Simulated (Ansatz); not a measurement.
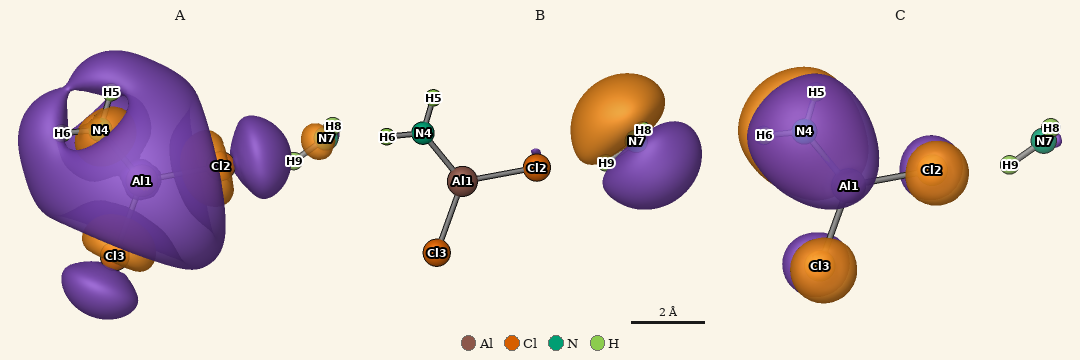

The picture shows: AlCl2H2N···NH2 (doublet). Three frontier orbitals at ±0.05 Å⁻³ᐟ² (orange and purple are the two phases), in no order.

All numbers below come from UKS PBE0/def2-SVP in Ansatz.

The calculation's input:

```
crystal:
  periodic: [false, false, false]
  atoms:
    - { symbol: Al, position_ang: [-0.046333, 0.025365, -0.037247] }
    - { symbol: Cl, position_ang: [-0.0984, -0.223587, 2.135325] }
    - { symbol: Cl, position_ang: [1.795012, 0.288522, -0.98597] }
    - { symbol: "N", position_ang: [-1.55108, -0.004095, -0.930656] }
    - { symbol: H, position_ang: [-2.463785, -0.121171, -0.505358] }
    - { symbol: H, position_ang: [-1.631556, 0.101302, -1.935733] }
    - { symbol: "N", position_ang: [-0.364733, 0.190766, 5.029189] }
    - { symbol: H, position_ang: [-0.184284, -0.825924, 4.973611] }
    - { symbol: H, position_ang: [0.57026, 0.568822, 4.801839] }
magnetization:
  spin_polarized: true
  initial_magnetization: 1
basis:
  gaussian: { orbitals: def2-SVP }
hamiltonian:
  xc: pbe0
relax:
  f_tol: 0.03
  max_steps: 50
output:
  orbitals: {}
```

Command:

```sh
ansatz run input.yaml --threads 4 --pin off --max-ram 5120MiB --backend cpu --events-out ev --progress --plain --runs-dir out
```

The fields are those of the run's last geometry, not of the input's.

### Which picture is the HOMO−1, the HOMO and the LUMO? All are α orbitals.

B is the HOMO−1 (α) (−8.62 eV). By Hirshfeld shares it lies mainly on N7 (about 90 %); largely a lone pair of N7. C is the HOMO (α) (−8.01 eV). By Hirshfeld shares it lies mainly on N4 (about 70 %); largely a lone pair of N4. A is the LUMO (α) (−0.64 eV). Its weight (Hirshfeld) is mainly on Al1 (about 55 %), Cl2 (about 15 %), Cl3 (about 15 %) and N4 (about 10 %).

### What is the gap between the highest occupied and lowest empty α orbitals?

7.37 eV between the orbital energies.
